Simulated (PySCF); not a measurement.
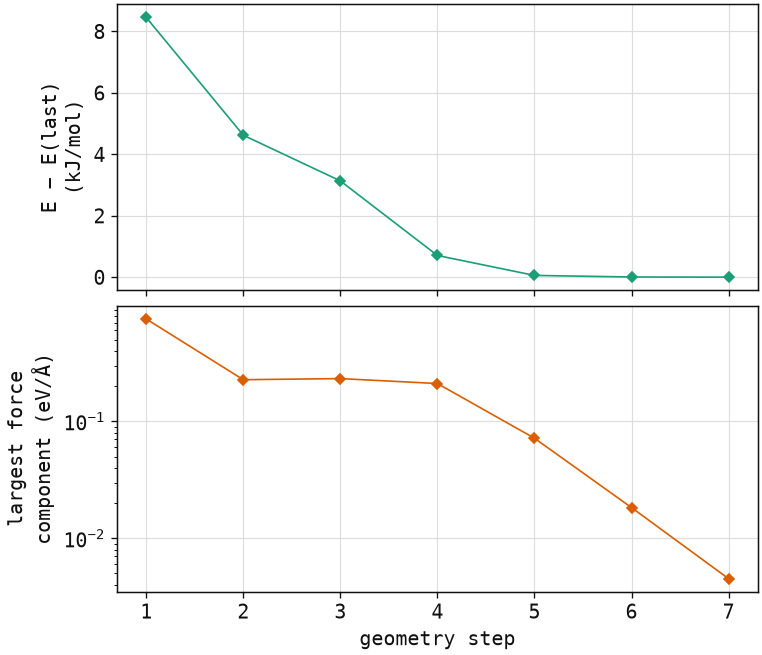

History of a geometry optimisation. The start has point group C2v, which is kept. A held symmetry can leave a saddle point.

The run: RhS2- molecule (charge −1), multiplicity 5, by UKS-based PBE0, Rh def2-SVPD with ECP28, S def2-SVPD; non-relativistic Hamiltonian with scalar-relativistic core potentials; density fitting in PySCF 2.14.0.

Q: How did it end, and what did it gain?

A: The optimisation met its thresholds at geometry 7, counting the start as the first. The energy fell by about 8.5 kJ/mol from the first step to the last. The largest force component goes from about 0.75 eV/Å at the start to 5 × 10⁻³ eV/Å at the end.

Q: By which step was nine tenths of the energy gained?

A: By step 4 of 7.
